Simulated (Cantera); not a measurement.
Feed: 1 mol Si3N4, 0.061 mol N2O, 2.9 mol N2, at 0.660 Pa.

These are equilibrium values from Cantera (NASA tables, ideal gas, pure condensed phases), not measurements of a reactor. Candidate condensed phases: Si, SiO2, Si2N2O, Si3N4; 16 gas species. The tables' values for SiN are old estimates; treat these amounts as uncertain. Rates play no part.

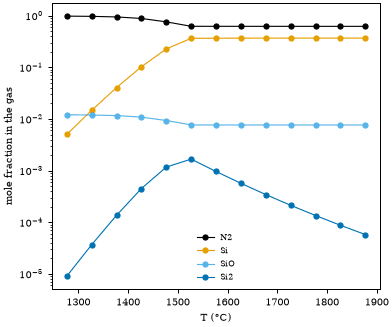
*Equilibrium gas composition (values under 1e-9 drawn at 1e-9)*

**Question.** Read off the mole fractions at 1877 °C.

**Answer.** N2 about 0.62, Si about 0.37, SiO about 0.0077, Si2 about 5.8e-5.
